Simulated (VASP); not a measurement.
Input:

```
Ta5Si3
1.0
    7.46627     0.00000     0.00000
   -3.73314     6.46598     0.00000
    0.00000     0.00000     5.22262
Ta Si
10 6
Direct
  0.75436   0.75436   0.25000
  0.24564   0.24564   0.75000
  0.00000   0.75436   0.75000
  0.00000   0.24564   0.25000
  0.24564   0.00000   0.25000
  0.75436   0.00000   0.75000
  0.66667   0.33333   0.00000
  0.33333   0.66667   0.00000
  0.33333   0.66667   0.50000
  0.66667   0.33333   0.50000
  0.00000   0.60432   0.25000
  0.00000   0.39568   0.75000
  0.39568   0.00000   0.75000
  0.60432   0.00000   0.25000
  0.39568   0.39568   0.25000
  0.60432   0.60432   0.75000
```

All values below come from PBEsol GGA, VASP's PBE PAW potentials (set 64) (plane waves; VASP). Run with LREAL = Auto, 400 eV cut-off, 6×6×7 Γ-centred mesh, tetrahedra with Blöchl corrections, potentials Ta_pv Si.

Unless said otherwise, spin-orbit coupling is left out, though it shifts the bands of the heavy elements here.

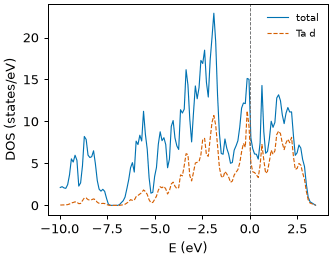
Total and projected density of states, zero at the Fermi level

Within 2 eV below the Fermi level the largest weight inside VASP's projection spheres is Ta d.

It has no gap at this level: it comes out as a metal or semimetal.

The structure comes from a computed database's Ta5Si3 entry (P6_3/mcm); how it stands against other phases isn't given here. It was relaxed first.
